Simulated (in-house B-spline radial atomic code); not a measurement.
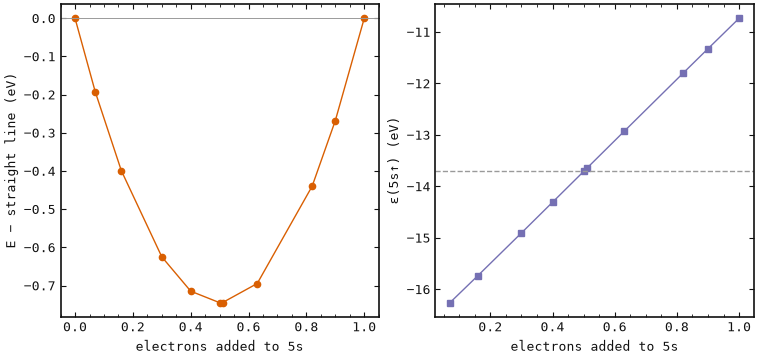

All numbers are computed, not measured: scalar-relativistic (spin-free one-electron X2C) LDA (Slater, VWN5), spin-polarised, spherical fractional occupations, Fermi nucleus, basis-set limit (an in-house B-spline radial code). The occupation of the 5s shell is varied from Zr²⁺ ([Kr] 4d2 (high spin)) to Zr⁺ ([Kr] 4d2 5s1 (high spin)), with spherical fractional occupations. The plot shows the total energy less the straight line between the end points, and the eigenvalue of 5s↑ (the dashed line is minus the energy to take the whole electron out).

Question: Is the energy convex or concave in the occupation, and by how much?

Answer: The curve is convex (below the straight line), with the largest deviation among the points computed, −0.74 eV, at 0.5. The end points differ by 13.7 eV, the energy to take the electron out. The eigenvalue, which is the slope of the energy (Janak's theorem), moves from −16.3 eV at 0.07 to −10.7 eV at 1; for a straight line it would stay constant, and a parabola would sag by an eighth of this change, scaled to a whole electron, 0.74 eV. Convexity is the delocalisation error: fractional charges are too low in energy.
